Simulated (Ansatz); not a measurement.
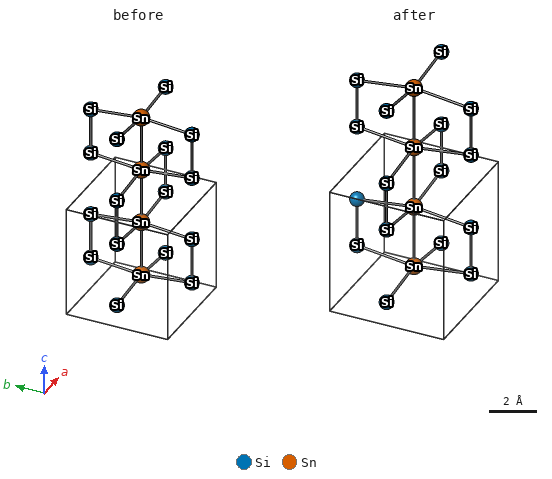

The structure of solid Si2Sn (a generated structure, set up in P4_2/mmc) (coarse preliminary run) before (left) and after (right) a relaxation, at one scale.

Style: ball-and-stick. Shown: the cell of the calculation, repeated 1 × 1 × 2 with one cell outlined, from a free direction.

Theory: DFT PBE, scalar-relativistic, plane waves, PAW in Ansatz.

Input file:
```yaml
crystal:
  lattice:
    - [4.78285499, 0.0, 0.0]
    - [0.0, 4.78285499, 0.0]
    - [0.0, 0.0, 5.21403908]
  atoms:
    - { symbol: Si, position: [0.5, 0.0, 0.70729674] }
    - { symbol: Si, position: [0.0, 0.5, 0.79270326] }
    - { symbol: Si, position: [0.0, 0.5, 0.20729674] }
    - { symbol: Si, position: [0.5, 0.0, 0.29270326] }
    - { symbol: Sn, position: [0.5, 0.5, 0.75] }
    - { symbol: Sn, position: [0.5, 0.5, 0.25] }
basis:
  ecutwfc: 420
kpoints:
  mp_grid: { grid: [4, 4, 4] }
hamiltonian:
  xc: pbe
scf:
  occupations: { method: gaussian, width: 0.1 }
  lower_state_search: "off"
output:
  forces: true
  stress: true
  eigenvalues: true
relax:
  adjacent_minimum: "off"
  f_tol: 0.04
  max_steps: 70
  cell: { stress_tol: 0.4 }
```

Run as
```bash
ansatz run input.yaml --threads 1 --pin off --max-ram 2560MiB --backend cpu --events-out ev --progress --plain --runs-dir out
```

> Describe what moved and what it gained.

Over 6 accepted moves (7 points after the start) the energy falls by 630 meV per atom. The largest force component goes from 1.4 to 0.01 eV/Å. Pressure: 33.51 GPa at the start and 0.32 GPa at the end. The SCF was repeated once at an unchanged geometry on a basis and grid sized afresh for the cell, which shifted the energy by 6.8 meV per atom at most. The largest moves relative to the cell, 0.075 Å, are those of Si1, Si2, Si3 and Si4. Si1 goes along −c. Sn stays in place. The volume changes by +44.0 %, with a = b 4.783 → 5.388 Å (+12.6 %), c 5.214 → 5.916 Å (+13.5 %). Near-neighbour distances that change, for instance: Si1–Si4 3.052 → 3.613 Å, Sn5–Sn6 2.607 → 2.958 Å, Si1–Sn5 2.402 → 2.714 Å, Si1–Si4 (another image) 2.162 → 2.303 Å. Bond angles that change, for instance: Si1–Sn5–Si1 169.4° → 166.1°, Sn5–Si1–Sn5 169.4° → 166.1°. The space group stays P4_2/mmc (No. 131). The run took 34 s on 1 thread of Arm Neoverse V1, on a shared host, peak memory 0.41 GiB.
